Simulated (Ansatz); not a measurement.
System: FH3Sn···HBr.

```yaml
atoms:
  - { symbol: Sn, position_ang: [-0.6385, -0.9398, -0.0316] }
  - { symbol: F, position_ang: [1.1453, -0.2268, -0.3648] }
  - { symbol: H, position_ang: [-0.4749, -2.5807, -0.4352] }
  - { symbol: H, position_ang: [-1.6314, -0.0504, -1.0808] }
  - { symbol: H, position_ang: [-0.8913, -0.6407, 1.6189] }
  - { symbol: H, position_ang: [1.3597, 1.5319, -0.0359] }
  - { symbol: Br, position_ang: [1.1311, 2.9066, 0.3294] }
```

The reactant side of a reaction path; geometry: PBE0-D4/def2-TZVP; core potentials replace the inner electrons of Sn.

Theory: RKS PBE0-D4/def2-TZVPP (Ansatz).

What can the converged electron density and electron localisation function tell about the bonding?

Answer. F2···H6 (1.80 Å): the density falls to about 0.23 e/Å³ on the way; the ELF dips to about 0.10 between them.
Sn–F (1.95 Å): the density is about 0.78 e/Å³ at the midpoint; the ELF peaks at about 0.80 in the valence shell of F, 0.6 Å from its nucleus, and drops to about 0.15 between the two atoms.
Br–H (1.44 Å): ρ is about 1.6 e/Å³ halfway; the ELF climbs to about 1 towards the hydrogen, as it does in any bond to H.
Sn–H (1.70 Å): the density is about 1.2 e/Å³ at the midpoint; the ELF climbs to about 1 towards the hydrogen.

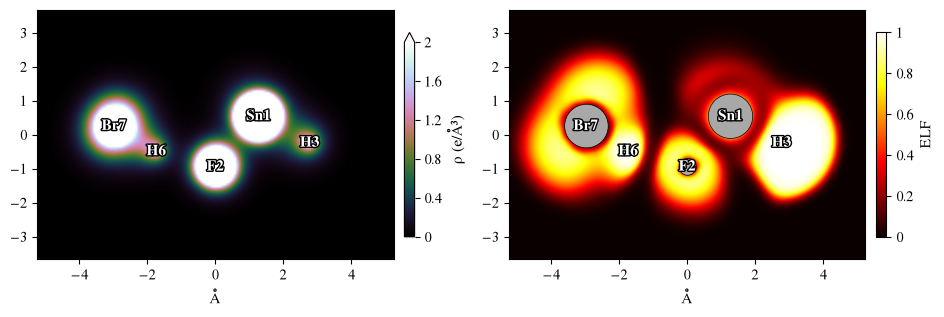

Computed electron density and electron localisation function on the plane of atoms F2, Sn1 and H3, in this order. Grey discs cover the atomic cores in the ELF map. 
